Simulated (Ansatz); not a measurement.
# Geometry relaxation, with input and output: C$_{7}$H$_{10}$Ge (charge +1) (part 1 of 2)

The run: geometry relaxation of C$_{7}$H$_{10}$Ge, charge +1, multiplicity 2. Method and program: UKS PBE0-D4/def2-SVP (Ansatz 0.2.0).

The geometry: PBE0-D4/def2-SVP start. Figures and captions count atoms from 1; the log counts them from 0 in places.

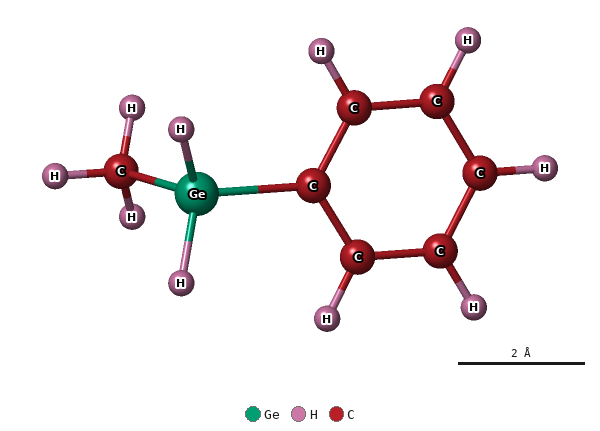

Figure 1. The starting structure (ball-and-stick view, seen on its broad side). Sticks mark near contacts. Bond lengths as drawn: C–C 1.39 to 1.40 Å, C–Ge 1.95 Å, C–H 1.09 to 1.10 Å and Ge–H 1.54 Å.

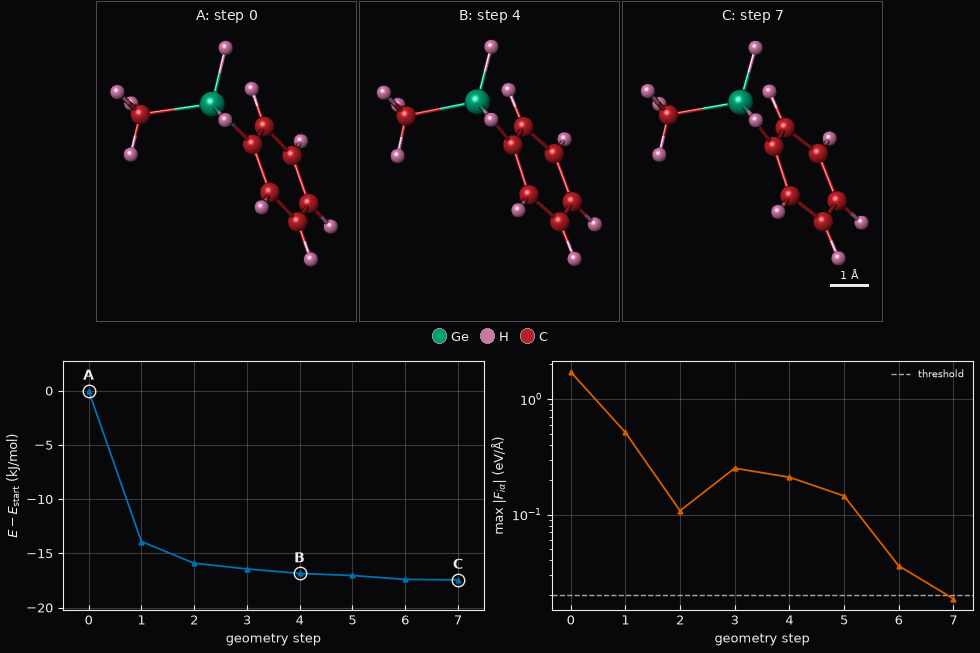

Figure 2. Frames of the relaxation (ball-and-stick view, seen at a tilt) above the curves, on which the letters mark them (the first geometry is step 0 here and step 1 in the log).

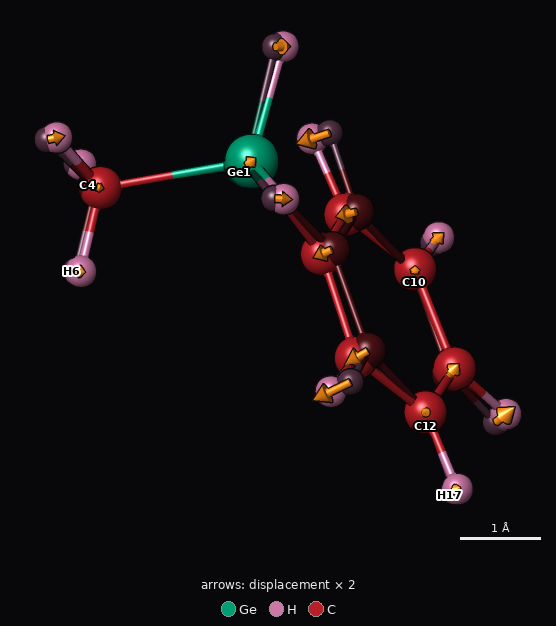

Figure 3. Start (faint) and end (solid) with the displacements as orange arrows, magnified 2 times (ball-and-stick view, seen at a tilt). The two geometries are laid on each other by the best rigid fit. The largest move after the best rigid fit is that of H18, 0.29 Å. Largest moves by element: H 0.29 Å, C 0.18 Å, Ge 0.09 Å. Among the contacts that change: C8–C13 1.402 → 1.428 Å, C10–C11 1.394 → 1.415 Å, Ge1–C4 1.954 → 1.974 Å, C12–C13 1.394 → 1.376 Å. Among the angles that change: C4–Ge1–C8 110.4° → 101.7°, Ge1–C4–H5 110.8° → 105.0°, H2–Ge1–H3 109.3° → 114.4°. After 7 geometry steps the energy has fallen by 17.4 kJ/mol. Largest force component: 1.7 eV/Å at the start, 0.019 eV/Å at the end. (Atoms are counted from 1 in the order of the input.)

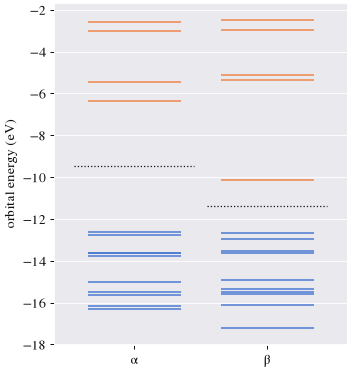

Figure 4. Orbital energies near the frontier for α and β spins; the dotted line parts filled from empty levels, and levels within 0.02 eV of each other stand side by side. α: highest filled −12.63 eV, lowest empty −6.35 eV, 6.28 eV apart; β: highest filled −12.67 eV, lowest empty −10.14 eV, 2.53 eV apart.

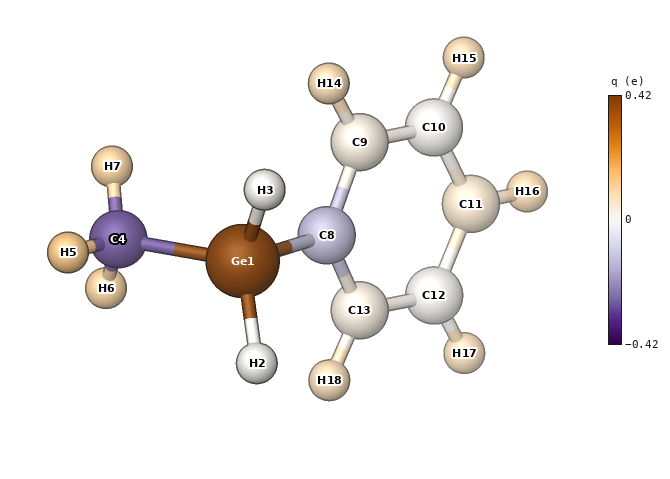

Figure 5. Mulliken charges, as the colour of each atom (ball-and-stick view, seen at a tilt; atoms are numbered from 1 in the order of the input). By element: Ge +0.40, H +0.01 to +0.13 and C −0.29 to +0.07 e.

These pictures come from the run below.

## Input
```yaml
crystal:
  periodic: [false, false, false]
  atoms:
    - {symbol: Ge, position_ang: [1.159967, 1.415343, 0.825219]}
    - {symbol: H, position_ang: [1.160592, 1.409507, 2.368914]}
    - {symbol: H, position_ang: [2.616923, 1.429141, 0.314513]}
    - {symbol: C, position_ang: [0.216069, 2.993997, 0.165607]}
    - {symbol: H, position_ang: [0.701485, 3.915623, 0.518844]}
    - {symbol: H, position_ang: [-0.825587, 2.985596, 0.518442]}
    - {symbol: H, position_ang: [0.210383, 2.998129, -0.934279]}
    - {symbol: C, position_ang: [0.285658, -0.210490, 0.199158]}
    - {symbol: C, position_ang: [0.580594, -0.742684, -1.063641]}
    - {symbol: C, position_ang: [-0.068949, -1.885514, -1.528324]}
    - {symbol: C, position_ang: [-1.024230, -2.516595, -0.732566]}
    - {symbol: C, position_ang: [-1.325017, -2.002933, 0.528070]}
    - {symbol: C, position_ang: [-0.673263, -0.859499, 0.988827]}
    - {symbol: H, position_ang: [1.331592, -0.261001, -1.697791]}
    - {symbol: H, position_ang: [0.172858, -2.287388, -2.515825]}
    - {symbol: H, position_ang: [-1.532690, -3.414110, -1.094148]}
    - {symbol: H, position_ang: [-2.070608, -2.497164, 1.156525]}
    - {symbol: H, position_ang: [-0.915775, -0.469967, 1.982443]}
basis:
  gaussian: {orbitals: def2-SVP}
total_charge: 1
magnetization: {spin_polarized: true, initial_magnetization: 1}
hamiltonian: {xc: pbe0, dispersion: d4}
scf: {lower_state_search: "off"}
output: {orbitals: {seedname: orbitals}}
relax: {f_tol: 0.02, max_steps: 100}
```

Run as:
```bash
ansatz run in.yaml --threads 2 --pin off --events-out ev --progress --plain --max-ram 32768MiB --backend cuda --devices 0, --max-vram 18GiB
```

## The program's output
```
Functional definition: PBE0
  name "PBE0"
  cite "Adamo & Barone, J. Chem. Phys. 110, 6158 (1999) doi:10.1063/1.478522"
  cite "Perdew, Burke & Ernzerhof, Phys. Rev. Lett. 77, 3865 (1996) doi:10.1103/PhysRevLett.77.3865"
  parent pbe
  parameter a = 0.25
  parameter kappa = 0.804
  parameter beta = 0.06672455060314922
  exchange = (1 - a)*pbe_x(kappa = kappa, mu = beta*pi^2/3) + a*exact_x
  correlation = pbe_c(beta = beta)
these checks for a lower state are left out or cut short: stability, starts, cluster_reference, orbital_swaps, neighbouring_geometries, increment
2060 factors; integrals over basis functions are off by at most 3.8e-4 eV
mean field evaluation 1: about -63882.3576 eV, gradient 5.8e1 eV
mean field evaluation 2: about -63817.2505 eV, gradient 1.1e2 eV
mean field evaluation 4: about -63900.2825 eV, gradient 1.9e1 eV
mean field evaluation 8: about -63902.7182 eV, gradient 9.0e-1 eV
mean field evaluation 16: about -63902.7676 eV, gradient 2.0e-1 eV
mean field -63903.00235729 eV, -2348.3920216198 hartree, gradient 3.0e-6 eV, S^2 0.763465; 0 other end points of the search recorded, 0 dependent functions left out
the calculation of the forces begins
reference -63903.00239226 eV, -2348.3920229047 hartree; 42, 41 occupied and 138, 139 virtual orbitals, 2060 factors
relax step   1: F+E_penalty+E_count = -63903.39667503 eV  Δ(F+E_penalty+E_count) = +0.000e0 eV  max|allowed force component| = 1.727e0 eV/Å  Δτ_max = 0.0000 Å  (70 SCF iters, accepted)
these checks for a lower state are left out or cut short: stability, starts, cluster_reference, orbital_swaps, neighbouring_geometries, increment
2060 factors; integrals over basis functions are off by at most 3.9e-4 eV
mean field evaluation 32: about -63903.1444 eV, gradient 1.5e-1 eV
mean field -63903.14520095 eV, -2348.3972710275 hartree, gradient 9.8e-6 eV, S^2 0.764900; 0 other end points of the search recorded, 0 dependent functions left out
the calculation of the forces begins
reference -63903.14523583 eV, -2348.3972723093 hartree; 42, 41 occupied and 138, 139 virtual orbitals, 2060 factors
relax step   2: F+E_penalty+E_count = -63903.54075556 eV  Δ(F+E_penalty+E_count) = -1.441e-1 eV  max|allowed force component| = 5.163e-1 eV/Å  Δτ_max = 0.0865 Å  (28 SCF iters, accepted)
these checks for a lower state are left out or cut short: stability, starts, cluster_reference, orbital_swaps, neighbouring_geometries, increment
2060 factors; integrals over basis functions are off by at most 3.9e-4 eV
mean field -63903.16629044 eV, -2348.3980460520 hartree, gradient 6.5e-6 eV, S^2 0.765659; 0 other end points of the search recorded, 0 dependent functions left out
the calculation of the forces begins
reference -63903.16632531 eV, -2348.3980473334 hartree; 42, 41 occupied and 138, 139 virtual orbitals, 2060 factors
relax step   3: F+E_penalty+E_count = -63903.56149838 eV  Δ(F+E_penalty+E_count) = -2.074e-2 eV  max|allowed force component| = 1.080e-1 eV/Å  Δτ_max = 0.0470 Å  (27 SCF iters, accepted)
these checks for a lower state are left out or cut short: stability, starts, cluster_reference, orbital_swaps, neighbouring_geometries, increment
2060 factors; integrals over basis functions are off by at most 3.8e-4 eV
mean field -63903.17087777 eV, -2348.3982146333 hartree, gradient 5.7e-6 eV, S^2 0.766201; 0 other end points of the search recorded, 0 dependent functions left out
the calculation of the forces begins
reference -63903.17091261 eV, -2348.3982159134 hartree; 42, 41 occupied and 138, 139 virtual orbitals, 2060 factors
relax step   4: F+E_penalty+E_count = -63903.56697502 eV  Δ(F+E_penalty+E_count) = -5.477e-3 eV  max|allowed force component| = 2.524e-1 eV/Å  Δτ_max = 0.0576 Å  (27 SCF iters, accepted)
these checks for a lower state are left out or cut short: stability, starts, cluster_reference, orbital_swaps, neighbouring_geometries, increment
2060 factors; integrals over basis functions are off by at most 3.8e-4 eV
mean field -63903.17411568 eV, -2348.3983336242 hartree, gradient 4.1e-6 eV, S^2 0.766364; 0 other end points of the search recorded, 0 dependent functions left out
the calculation of the forces begins
reference -63903.17415050 eV, -2348.3983349037 hartree; 42, 41 occupied and 138, 139 virtual orbitals, 2060 factors
relax step   5: F+E_penalty+E_count = -63903.57124011 eV  Δ(F+E_penalty+E_count) = -4.265e-3 eV  max|allowed force component| = 2.109e-1 eV/Å  Δτ_max = 0.0568 Å  (27 SCF iters, accepted)
these checks for a lower state are left out or cut short: stability, starts, cluster_reference, orbital_swaps, neighbouring_geometries, increment
2060 factors; integrals over basis functions are off by at most 3.8e-4 eV
mean field evaluation 64: about -63903.1765 eV, gradient 3.4e-6 eV
mean field -63903.17651979 eV, -2348.3984219736 hartree, gradient 3.4e-6 eV, S^2 0.766406; 0 other end points of the search recorded, 0 dependent functions left out
the calculation of the forces begins
reference -63903.17655460 eV, -2348.3984232529 hartree; 42, 41 occupied and 138, 139 virtual orbitals, 2060 factors
relax step   6: F+E_penalty+E_count = -63903.57323152 eV  Δ(F+E_penalty+E_count) = -1.991e-3 eV  max|allowed force component| = 1.452e-1 eV/Å  Δτ_max = 0.0728 Å  (26 SCF iters, accepted)
these checks for a lower state are left out or cut short: stability, starts, cluster_reference, orbital_swaps, neighbouring_geometries, increment
2060 factors; integrals over basis functions are off by at most 3.9e-4 eV
mean field -63903.17964737 eV, -2348.3985369101 hartree, gradient 2.1e-6 eV, S^2 0.766349; 0 other end points of the search recorded, 0 dependent functions left out
the calculation of the forces begins
reference -63903.17968219 eV, -2348.3985381895 hartree; 42, 41 occupied and 138, 139 virtual orbitals, 2060 factors
relax step   7: F+E_penalty+E_count = -63903.57695134 eV  Δ(F+E_penalty+E_count) = -3.720e-3 eV  max|allowed force component| = 3.598e-2 eV/Å  Δτ_max = 0.0413 Å  (28 SCF iters, accepted)
these checks for a lower state are left out or cut short: stability, starts, cluster_reference, orbital_swaps, neighbouring_geometries, increment
2060 factors; integrals over basis functions are off by at most 3.9e-4 eV
mean field -63903.17996577 eV, -2348.3985486110 hartree, gradient 6.2e-6 eV, S^2 0.766385; 0 other end points of the search recorded, 0 dependent functions left out
the calculation of the forces begins
reference -63903.18000059 eV, -2348.3985498905 hartree; 42, 41 occupied and 138, 139 virtual orbitals, 2060 factors
```
